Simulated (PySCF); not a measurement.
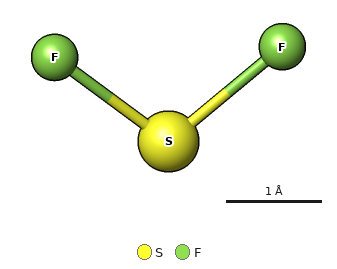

Fig. 1: The starting structure (ball-and-stick view, seen at a tilt). Bond lengths as drawn: F–S 1.59 Å.

## Geometry relaxation, with input and output: SF₂ (part 1 of 2)

- system: SF₂, multiplicity 3
- method: UHF/6-31g*, optimize (PySCF 2.14.0)

**Log**
```
PySCF version 2.14.0

[INPUT] verbose = 4
[INPUT] num. atoms = 3
[INPUT] num. electrons = 34
[INPUT] charge = 0
[INPUT] spin (= nelec alpha-beta = 2S) = 2
[INPUT] symmetry True subgroup None
[INPUT] Mole.unit = angstrom
[INPUT] Symbol           X                Y                Z      unit          X                Y                Z       unit  Magmom
[INPUT]  1 S     -0.555500000000   0.091500000000   0.000000000000 AA   -1.049742862196   0.172909940398   0.000000000000 Bohr   0.0
[INPUT]  2 F      0.467400000000  -0.077000000000   1.206100000000 AA    0.883257990622  -0.145508911592   2.279198678838 Bohr   0.0
[INPUT]  3 F      0.467400000000  -0.077000000000  -1.206100000000 AA    0.883257990622  -0.145508911592  -2.279198678838 Bohr   0.0

nuclear repulsion = 113.595850944063
point group symmetry = C2v
symmetry origin: [-2.63894695e-02  4.33525405e-03  2.61228947e-17]
symmetry axis x: [ 1.62537253e-01  9.86702408e-01 -2.77771839e-18]
symmetry axis y: [ 3.46747579e-17 -2.89674119e-18  1.00000000e+00]
symmetry axis z: [ 9.86702408e-01 -1.62537253e-01  6.63940160e-17]
num. orbitals of irrep A1 = 19
num. orbitals of irrep A2 = 5
num. orbitals of irrep B1 = 8
num. orbitals of irrep B2 = 14
number of shells = 20
number of NR pGTOs = 105
number of NR cGTOs = 46
basis = 6-31g*
ecp = {}

******** <class 'pyscf.scf.uhf_symm.SymAdaptedUHF'> ********
method = SymAdaptedUHF
initial guess = minao
damping factor = 0
level_shift factor = 0
DIIS = <class 'pyscf.scf.diis.CDIIS'>
diis_start_cycle = 1
diis_space = 8
diis_damp = 0
SCF conv_tol = 1e-09
SCF conv_tol_grad = None
SCF max_cycles = 50
direct_scf = True
direct_scf_tol = 1e-13
number electrons alpha = 18  beta = 16
Freeze 0 electrons in irreps []
    34 free electrons in irreps A1 A2 B1 B2
Set gradient conv threshold to 3.16228e-05
init E= -596.533264716226
alpha HOMO (B2) = -0.0225123912681648  LUMO (A1) = 0.025234555523578
beta  HOMO (A1) = -0.528720869963275  LUMO (B1) = -0.225770371658132

WARN: HOMO -0.0225123912681648 >= LUMO -0.225770371658132

WARN: alpha-B1 HOMO -0.225770371658132 > system LUMO -0.225770371658132

WARN: alpha-B2 HOMO -0.0225123912681648 > system LUMO -0.225770371658132

WARN: beta-B1 LUMO -0.225770371658132 < system HOMO -0.0225123912681648

WARN: beta-B2 LUMO -0.0225123912681648 < system HOMO -0.0225123912681648

cycle= 1 E= -596.118551115886  delta_E= 0.415  |g|= 0.433  |ddm|= 1.74
alpha HOMO (B2) = -0.311622286406568  LUMO (A1) = 0.0747559208031352
beta  HOMO (A1) = -0.567637677901915  LUMO (B1) = -0.0591421542065658
  HOMO = -0.311622286407  LUMO = -0.0591421542066  gap/eV = 6.87033
cycle= 2 E= -596.182021440891  delta_E= -0.0635  |g|= 0.248  |ddm|= 0.551
alpha HOMO (B2) = -0.285545709206307  LUMO (A1) = 0.109422768281497
beta  HOMO (A1) = -0.557208562070911  LUMO (B1) = -0.00898751910760653
  HOMO = -0.285545709206  LUMO = -0.00898751910761  gap/eV = 7.52553
cycle= 3 E= -596.204338038958  delta_E= -0.0223  |g|= 0.0476  |ddm|= 0.171
alpha HOMO (B2) = -0.280275001931374  LUMO (A1) = 0.126371839885312
beta  HOMO (A1) = -0.543611862228034  LUMO (B1) = 0.0091363366902244
  HOMO = -0.280275001931  LUMO = 0.00913633669022  gap/eV = 7.87528
cycle= 4 E= -596.206035663663  delta_E= -0.0017  |g|= 0.0159  |ddm|= 0.0607
alpha HOMO (B2) = -0.285378235821236  LUMO (A1) = 0.1242419289879
beta  HOMO (A1) = -0.546502543608888  LUMO (B1) = 0.00972188849083766
  HOMO = -0.285378235821  LUMO = 0.00972188849084  gap/eV = 8.03008
cycle= 5 E= -596.206474242889  delta_E= -0.000439  |g|= 0.0064  |ddm|= 0.0417
alpha HOMO (B2) = -0.285455983149111  LUMO (A1) = 0.124202955873153
beta  HOMO (A1) = -0.546487417441269  LUMO (B1) = 0.010879124970022
  HOMO = -0.285455983149  LUMO = 0.01087912497  gap/eV = 8.06369
cycle= 6 E= -596.206578298115  delta_E= -0.000104  |g|= 0.0023  |ddm|= 0.0236
alpha HOMO (B2) = -0.28546707804677  LUMO (A1) = 0.12434554506348
beta  HOMO (A1) = -0.546456027831179  LUMO (B1) = 0.011449332368191
  HOMO = -0.285467078047  LUMO = 0.0114493323682  gap/eV = 8.07951
cycle= 7 E= -596.206591487967  delta_E= -1.32e-05  |g|= 0.000835  |ddm|= 0.00862
alpha HOMO (B2) = -0.28544571410024  LUMO (A1) = 0.124232000467961
beta  HOMO (A1) = -0.546440435550144  LUMO (B1) = 0.0113703614869016
  HOMO = -0.2854457141  LUMO = 0.0113703614869  gap/eV = 8.07678
cycle= 8 E= -596.206592997602  delta_E= -1.51e-06  |g|= 0.000296  |ddm|= 0.00273
alpha HOMO (B2) = -0.2854941129841  LUMO (A1) = 0.124238370853337
beta  HOMO (A1) = -0.546421666663344  LUMO (B1) = 0.0113762398663755
  HOMO = -0.285494112984  LUMO = 0.0113762398664  gap/eV = 8.07825
cycle= 9 E= -596.20659317165  delta_E= -1.74e-07  |g|= 8.59e-05  |ddm|= 0.000887
alpha HOMO (B2) = -0.285482977767126  LUMO (A1) = 0.124244251665958
beta  HOMO (A1) = -0.546391035957037  LUMO (B1) = 0.0113860604889937
  HOMO = -0.285482977767  LUMO = 0.011386060489  gap/eV = 8.07822
cycle= 10 E= -596.206593183006  delta_E= -1.14e-08  |g|= 2.29e-05  |ddm|= 0.000207
alpha HOMO (B2) = -0.285488562392432  LUMO (A1) = 0.124242580079997
beta  HOMO (A1) = -0.546391793416444  LUMO (B1) = 0.0113834140606257
  HOMO = -0.285488562392  LUMO = 0.0113834140606  gap/eV = 8.07830
cycle= 11 E= -596.206593183891  delta_E= -8.85e-10  |g|= 6.77e-06  |ddm|= 6.82e-05
alpha HOMO (B2) = -0.285488386037897  LUMO (A1) = 0.124242849414199
beta  HOMO (A1) = -0.54639185850513  LUMO (B1) = 0.0113839916042311
  HOMO = -0.285488386038  LUMO = 0.0113839916042  gap/eV = 8.07831
Extra cycle  E= -596.206593183946  delta_E= -5.49e-11  |g|= 3.88e-06  |ddm|= 1.06e-05
converged SCF energy = -596.206593183946  <S^2> = 2.0252695  2S+1 = 3.0167993
Create scanner for <class 'pyscf.grad.uhf.Gradients'>
Create scanner for <class 'pyscf.scf.uhf_symm.SymAdaptedUHF'>
input.py

Current date and time:

#|     Arguments passed to driver run_optimizer():      |#
customengine              <pyscf.geomopt.geometric_solver.PySCFEngine object>
logIni                    [file]
maxiter                   30
----------------------------------------------------------
Custom engine selected.
Bonds will be generated from interatomic distances less than 1.20 times sum of covalent radii
9 internal coordinates being used (instead of 9 Cartesians)
Internal coordinate system (atoms numbered from 1):
Distance 1-2
Distance 1-3
Angle 2-1-3
Translation-X 1-3
Translation-Y 1-3
Translation-Z 1-3
Rotation-A 1-3
Rotation-B 1-3
Rotation-C 1-3
<class 'geometric.internal.Distance'> : 2
<class 'geometric.internal.Angle'> : 1
<class 'geometric.internal.TranslationX'> : 1
<class 'geometric.internal.TranslationY'> : 1
<class 'geometric.internal.TranslationZ'> : 1
<class 'geometric.internal.RotationA'> : 1
<class 'geometric.internal.RotationB'> : 1
<class 'geometric.internal.RotationC'> : 1
> ===== Optimization Info: ====
> Job type: Energy minimization
> Maximum number of optimization cycles: 30
> Initial / maximum trust radius (Angstrom): 0.100 / 0.300
> Convergence Criteria:
> Will converge when all 5 criteria are reached:
>  |Delta-E| < 1.00e-06
>  RMS-Grad  < 3.00e-04
>  Max-Grad  < 4.50e-04
>  RMS-Disp  < 1.20e-03
>  Max-Disp  < 1.80e-03
> === End Optimization Info ===

Geometry optimization cycle 1
Cartesian coordinates (Angstrom)
 Atom        New coordinates             dX        dY        dZ
   S  -0.555500   0.091500   0.000000    0.000000  0.000000  0.000000
   F   0.467400  -0.077000   1.206100    0.000000  0.000000  0.000000
   F   0.467400  -0.077000  -1.206100    0.000000  0.000000  0.000000

WARN: Mole.unit (angstrom) is changed to Bohr

New geometry
   1 S     -0.555498996573   0.091506091429  -0.000000000000 AA   -1.049740965993   0.172921451530  -0.000000000000 Bohr
   2 F      0.467401003427  -0.076993908571   1.206100000000 AA    0.883259886824  -0.145497400459   2.279198678838 Bohr
   3 F      0.467401003427  -0.076993908571  -1.206100000000 AA    0.883259886824  -0.145497400459  -2.279198678838 Bohr

******** <class 'pyscf.scf.hf.SymAdaptedUHF_Scanner'> ********
method = SymAdaptedUHF_Scanner
initial guess = minao
damping factor = 0
level_shift factor = 0
DIIS = <class 'pyscf.scf.diis.CDIIS'>
diis_start_cycle = 1
diis_space = 8
diis_damp = 0
SCF conv_tol = 1e-09
SCF conv_tol_grad = None
SCF max_cycles = 50
direct_scf = True
direct_scf_tol = 1e-13
number electrons alpha = 18  beta = 16
Freeze 0 electrons in irreps []
    34 free electrons in irreps A1 A2 B1 B2
Set gradient conv threshold to 3.16228e-05
init E= -596.206593183946
alpha HOMO (B2) = -0.285488809089042  LUMO (A1) = 0.124242746191042
beta  HOMO (A1) = -0.546392235161219  LUMO (B1) = 0.0113838078686892
  HOMO = -0.285488809089  LUMO = 0.0113838078687  gap/eV = 8.07832
cycle= 1 E= -596.206593183963  delta_E= -1.69e-11  |g|= 2.32e-06  |ddm|= 5.78e-06
alpha HOMO (B2) = -0.285488936488275  LUMO (A1) = 0.124242736549011
beta  HOMO (A1) = -0.546392434481368  LUMO (B1) = 0.0113838739629966
  HOMO = -0.285488936488  LUMO = 0.011383873963  gap/eV = 8.07832
Extra cycle  E= -596.206593183969  delta_E= -6.25e-12  |g|= 1.43e-06  |ddm|= 3.26e-06
converged SCF energy = -596.206593183969  <S^2> = 2.0252696  2S+1 = 3.0167994

******** <class 'pyscf.grad.rhf.Gradients_Scanner'> for <class 'pyscf.scf.hf.SymAdaptedUHF_Scanner'> ********
unit = Eh/Bohr
--------------- SymAdaptedUHF_Scanner gradients ---------------
         x                y                z
0 S     0.1268173589    -0.0208903363     0.0000000000
1 F    -0.0634086794     0.0104451681     0.0041497338
2 F    -0.0634086794     0.0104451681    -0.0041497338
----------------------------------------------
cycle 1: E = -596.206593184  dE = -596.207  norm(grad) = 0.157521
Step    0 : Gradient = 9.095e-02/1.285e-01 (rms/max) Energy = -596.2065931840
Hessian Eigenvalues: 5.00000e-02 5.00000e-02 5.00000e-02 ... 2.50000e-01 5.31184e-01 5.31184e-01

Geometry optimization cycle 2
Cartesian coordinates (Angstrom)
 Atom        New coordinates             dX        dY        dZ
   S  -0.633567   0.104360  -0.000000   -0.078068  0.012854 -0.000000
   F   0.506433  -0.083430   1.119227    0.039032 -0.006436 -0.086873
   F   0.506433  -0.083430  -1.119227    0.039032 -0.006436  0.086873
New geometry
   1 S     -0.633565760314   0.104365852589  -0.000000000000 AA   -1.197265768895   0.197222878149  -0.000000000000 Bohr
   2 F      0.506434385298  -0.083423789151   1.119227157896 AA    0.957022288275  -0.157648113769   2.115032799599 Bohr
   3 F      0.506434385298  -0.083423789151  -1.119227157896 AA    0.957022288275  -0.157648113769  -2.115032799599 Bohr

******** <class 'pyscf.scf.hf.SymAdaptedUHF_Scanner'> ********
method = SymAdaptedUHF_Scanner
initial guess = minao
damping factor = 0
level_shift factor = 0
DIIS = <class 'pyscf.scf.diis.CDIIS'>
diis_start_cycle = 1
diis_space = 8
diis_damp = 0
SCF conv_tol = 1e-09
SCF conv_tol_grad = None
SCF max_cycles = 50
direct_scf = True
direct_scf_tol = 1e-13
number electrons alpha = 18  beta = 16
Freeze 0 electrons in irreps []
    34 free electrons in irreps A1 A2 B1 B2
Set gradient conv threshold to 3.16228e-05
init E= -596.231573859546
alpha HOMO (B2) = -0.329168017101082  LUMO (A1) = 0.146893876420438
beta  HOMO (A1) = -0.552799686674329  LUMO (B1) = 0.0255757397966936
  HOMO = -0.329168017101  LUMO = 0.0255757397967  gap/eV = 9.65307
cycle= 1 E= -596.226943741756  delta_E= 0.00463  |g|= 0.0446  |ddm|= 0.194
alpha HOMO (B2) = -0.326518929683978  LUMO (A1) = 0.128823225870444
beta  HOMO (A1) = -0.565147022812117  LUMO (B1) = 0.000551201143492275
  HOMO = -0.326518929684  LUMO = 0.000551201143492  gap/eV = 8.90003
cycle= 2 E= -596.22848767756  delta_E= -0.00154  |g|= 0.0251  |ddm|= 0.0655
alpha HOMO (B2) = -0.322055899904554  LUMO (A1) = 0.131840924135854
beta  HOMO (A1) = -0.561583729947008  LUMO (B1) = 0.00517857034096769
  HOMO = -0.322055899905  LUMO = 0.00517857034097  gap/eV = 8.90450
cycle= 3 E= -596.228815746981  delta_E= -0.000328  |g|= 0.01  |ddm|= 0.02
alpha HOMO (B2) = -0.319345726301808  LUMO (A1) = 0.133644470867661
beta  HOMO (A1) = -0.557502201940256  LUMO (B1) = 0.00686955888226271
  HOMO = -0.319345726302  LUMO = 0.00686955888226  gap/eV = 8.87677
cycle= 4 E= -596.228946169581  delta_E= -0.00013  |g|= 0.00244  |ddm|= 0.018
alpha HOMO (B2) = -0.32001401007447  LUMO (A1) = 0.132825995320178
beta  HOMO (A1) = -0.55780492911831  LUMO (B1) = 0.00599457101519141
  HOMO = -0.320014010074  LUMO = 0.00599457101519  gap/eV = 8.87115
cycle= 5 E= -596.228955095437  delta_E= -8.93e-06  |g|= 0.000743  |ddm|= 0.00492
alpha HOMO (B2) = -0.319925178889088  LUMO (A1) = 0.132845154154817
beta  HOMO (A1) = -0.557571614045755  LUMO (B1) = 0.00605156713818111
  HOMO = -0.319925178889  LUMO = 0.00605156713818  gap/eV = 8.87028
cycle= 6 E= -596.228955938735  delta_E= -8.43e-07  |g|= 0.000282  |ddm|= 0.00144
alpha HOMO (B2) = -0.31993882193928  LUMO (A1) = 0.132807801592698
beta  HOMO (A1) = -0.557521008321102  LUMO (B1) = 0.00603824514105789
  HOMO = -0.319938821939  LUMO = 0.00603824514106  gap/eV = 8.87029
cycle= 7 E= -596.228956075392  delta_E= -1.37e-07  |g|= 9.11e-05  |ddm|= 0.000629
alpha HOMO (B2) = -0.319933879962445  LUMO (A1) = 0.132817567629013
beta  HOMO (A1) = -0.557498423304696  LUMO (B1) = 0.00605660116106144
  HOMO = -0.319933879962  LUMO = 0.00605660116106  gap/eV = 8.87065
cycle= 8 E= -596.228956090843  delta_E= -1.55e-08  |g|= 3.2e-05  |ddm|= 0.00023
alpha HOMO (B2) = -0.319938106630535  LUMO (A1) = 0.132816411341062
beta  HOMO (A1) = -0.557498416256062  LUMO (B1) = 0.00605925736179858
  HOMO = -0.319938106631  LUMO = 0.0060592573618  gap/eV = 8.87084
cycle= 9 E= -596.228956093061  delta_E= -2.22e-09  |g|= 1.37e-05  |ddm|= 9.28e-05
alpha HOMO (B2) = -0.319939489145181  LUMO (A1) = 0.132817697277278
beta  HOMO (A1) = -0.557497811478188  LUMO (B1) = 0.00606135602581626
  HOMO = -0.319939489145  LUMO = 0.00606135602582  gap/eV = 8.87093
cycle= 10 E= -596.228956093534  delta_E= -4.73e-10  |g|= 5.21e-06  |ddm|= 4.91e-05
alpha HOMO (B2) = -0.319939299707792  LUMO (A1) = 0.132817721215088
beta  HOMO (A1) = -0.55749755960706  LUMO (B1) = 0.00606158412797475
  HOMO = -0.319939299708  LUMO = 0.00606158412797  gap/eV = 8.87094
Extra cycle  E= -596.228956093569  delta_E= -3.54e-11  |g|= 3.45e-06  |ddm|= 6.57e-06
converged SCF energy = -596.228956093569  <S^2> = 2.0264547  2S+1 = 3.0175849

******** <class 'pyscf.grad.rhf.Gradients_Scanner'> for <class 'pyscf.scf.hf.SymAdaptedUHF_Scanner'> ********
unit = Eh/Bohr
--------------- SymAdaptedUHF_Scanner gradients ---------------
         x                y                z
0 S     0.0617756866    -0.0101761689     0.0000000000
1 F    -0.0308878433     0.0050880845    -0.0017063869
2 F    -0.0308878433     0.0050880845     0.0017063869
----------------------------------------------
cycle 2: E = -596.228956094  dE = -0.0223629  norm(grad) = 0.0767171
Step    1 : Displace = 9.034e-02/9.546e-02 (rms/max) Trust = 1.000e-01 (=) Grad = 4.429e-02/6.261e-02 (rms/max) E (change) = -596.2289560936 (-2.236e-02) Quality = 0.857
Hessian Eigenvalues: 5.00000e-02 5.00000e-02 5.00000e-02 ... 4.81036e-01 5.14143e-01 5.31184e-01

Geometry optimization cycle 3
Cartesian coordinates (Angstrom)
 Atom        New coordinates             dX        dY        dZ
   S  -0.691483   0.113900   0.000000   -0.057917  0.009534  0.000000
   F   0.535391  -0.088200   1.062491    0.028957 -0.004776 -0.056737
   F   0.535391  -0.088200  -1.062491    0.028957 -0.004776  0.056737
New geometry
   1 S     -0.691481707868   0.113906215442  -0.000000000000 AA   -1.306711048017   0.215251551071  -0.000000000000 Bohr
   2 F      0.535392359077  -0.088193970578   1.062490582378 AA    1.011744927840  -0.166662450231   2.007816210623 Bohr
   3 F      0.535392359077  -0.088193970578  -1.062490582378 AA    1.011744927840  -0.166662450231  -2.007816210623 Bohr

******** <class 'pyscf.scf.hf.SymAdaptedUHF_Scanner'> ********
method = SymAdaptedUHF_Scanner
initial guess = minao
damping factor = 0
level_shift factor = 0
DIIS = <class 'pyscf.scf.diis.CDIIS'>
diis_start_cycle = 1
diis_space = 8
diis_damp = 0
SCF conv_tol = 1e-09
SCF conv_tol_grad = None
SCF max_cycles = 50
direct_scf = True
direct_scf_tol = 1e-13
number electrons alpha = 18  beta = 16
Freeze 0 electrons in irreps []
    34 free electrons in irreps A1 A2 B1 B2
Set gradient conv threshold to 3.16228e-05
init E= -596.217628026058
alpha HOMO (B2) = -0.359123536804693  LUMO (A1) = 0.129712376325989
beta  HOMO (A1) = -0.568688816160159  LUMO (B1) = 0.00695215257755821
  HOMO = -0.359123536805  LUMO = 0.00695215257756  gap/eV = 9.96143
cycle= 1 E= -596.232245629034  delta_E= -0.0146  |g|= 0.0348  |ddm|= 0.137
alpha HOMO (B2) = -0.349306118931366  LUMO (A1) = 0.123496184038793
beta  HOMO (A1) = -0.567711995490733  LUMO (B1) = -0.00436836937319018
  HOMO = -0.349306118931  LUMO = -0.00436836937319  gap/eV = 9.38623
cycle= 2 E= -596.233112420843  delta_E= -0.000867  |g|= 0.021  |ddm|= 0.0478
alpha HOMO (B2) = -0.347155139126695  LUMO (A1) = 0.124707311033751
beta  HOMO (A1) = -0.56660432286496  LUMO (B1) = -0.0018841478018734
  HOMO = -0.347155139127  LUMO = -0.00188414780187  gap/eV = 9.39530
cycle= 3 E= -596.233317127239  delta_E= -0.000205  |g|= 0.00744  |ddm|= 0.0149
alpha HOMO (B2) = -0.345335348151102  LUMO (A1) = 0.125711618629734
beta  HOMO (A1) = -0.563594046226019  LUMO (B1) = -0.000820840956224256
  HOMO = -0.345335348151  LUMO = -0.000820840956224  gap/eV = 9.37472
cycle= 4 E= -596.233400078273  delta_E= -8.3e-05  |g|= 0.00213  |ddm|= 0.0142
alpha HOMO (B2) = -0.345529534811679  LUMO (A1) = 0.125438059337486
beta  HOMO (A1) = -0.563308066778421  LUMO (B1) = -0.00110353590831691
  HOMO = -0.345529534812  LUMO = -0.00110353590832  gap/eV = 9.37231
cycle= 5 E= -596.233408050772  delta_E= -7.97e-06  |g|= 0.000817  |ddm|= 0.00458
alpha HOMO (B2) = -0.345557447078713  LUMO (A1) = 0.12537693398553
beta  HOMO (A1) = -0.563083668718455  LUMO (B1) = -0.00110754999673857
  HOMO = -0.345557447079  LUMO = -0.00110754999674  gap/eV = 9.37296
cycle= 6 E= -596.233409401788  delta_E= -1.35e-06  |g|= 0.000318  |ddm|= 0.00197
alpha HOMO (B2) = -0.345556804113443  LUMO (A1) = 0.125400509627236
beta  HOMO (A1) = -0.562975451515057  LUMO (B1) = -0.00105426024919764
  HOMO = -0.345556804113  LUMO = -0.0010542602492  gap/eV = 9.37439
cycle= 7 E= -596.233409634151  delta_E= -2.32e-07  |g|= 0.00011  |ddm|= 0.000956
alpha HOMO (B2) = -0.345576908478211  LUMO (A1) = 0.12539339157181
beta  HOMO (A1) = -0.562972914375306  LUMO (B1) = -0.00105001228789536
  HOMO = -0.345576908478  LUMO = -0.0010500122879  gap/eV = 9.37505
cycle= 8 E= -596.233409662728  delta_E= -2.86e-08  |g|= 4.68e-05  |ddm|= 0.000339
alpha HOMO (B2) = -0.345578635431403  LUMO (A1) = 0.125400687116213
beta  HOMO (A1) = -0.562968401275401  LUMO (B1) = -0.00104023595624314
  HOMO = -0.345578635431  LUMO = -0.00104023595624  gap/eV = 9.37537
```
